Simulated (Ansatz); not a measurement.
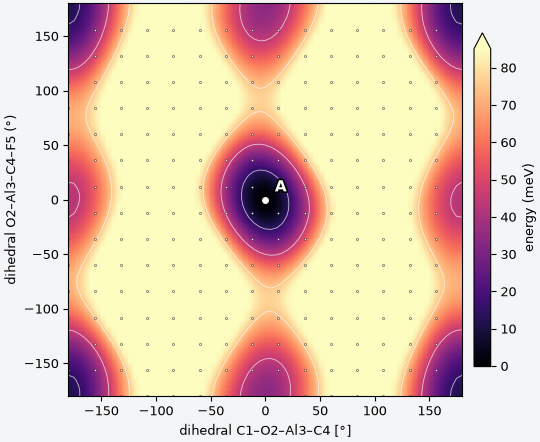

C2H6AlFO, SMILES C[O][AlH][CH2]F. 
- First axis: dihedral C1–O2–Al3–C4. Second axis: dihedral O2–Al3–C4–F5.
- Nothing is relaxed (all other coordinates rigid).
- The scan uses a 15 × 15 grid.
- Points are written as (first, second).
- Energies: meV, counted from the relaxed molecule at the same level.
- Computed with RHF/def2-SVP in Ansatz.

In the figure: a smooth colour map with a few white contour lines, dots at the grid points, one colour for all values above the top of the scale, the well A. Between grid points the surface is interpolated.

### Where is the minimum, and how stiff is the well along each coordinate? Take the well at A.

The interpolated minimum is at dihedral C1–O2–Al3–C4 ≈ 0°, dihedral O2–Al3–C4–F5 ≈ 0°. The curvatures there are about 0.22 eV/rad² and 0.14 eV/rad², with a cross term of about 0.027 eV/rad². Round the minimum the valley is somewhat tilted: raising dihedral C1–O2–Al3–C4 shifts the best value of dihedral O2–Al3–C4–F5 downwards (coupling k₁₂/√(k₁₁k₂₂) about 0.2).
